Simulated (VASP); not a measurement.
Energy against volume of Ge (diamond). All values below come from PBEsol GGA, VASP's PBE PAW potentials (set 64) (plane waves; VASP).

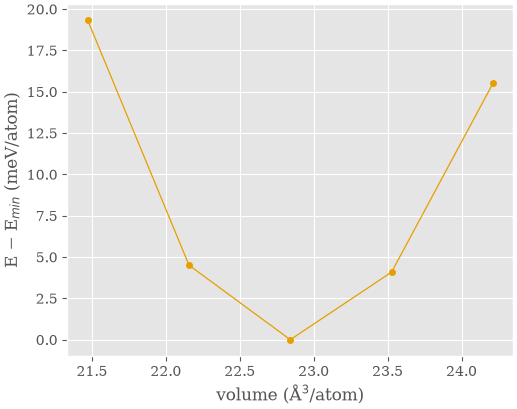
Figure. Energy against volume

### Question
Estimate the equilibrium volume and the bulk modulus.

### Answer
The minimum lies near 22.8 Å³/atom, and the curvature gives B0 of about 67 GPa.

Measured: bulk modulus 77.3 GPa at 0 K (computed value off by -13.0 %), as given by Tanner et al., (2021), arXiv:2110.11888 [low-temperature value with the zero-point effect removed]; a 5.644 Å at 0 K (computed value off by +0.5 %), as given by Daniel Mejia-Rodriguez et al., Physical Review B (2018), arXiv:1807.09216 [static lattice: zero-point anharmonic expansion removed].

The compound is Ge in the diamond structure. It was relaxed first.
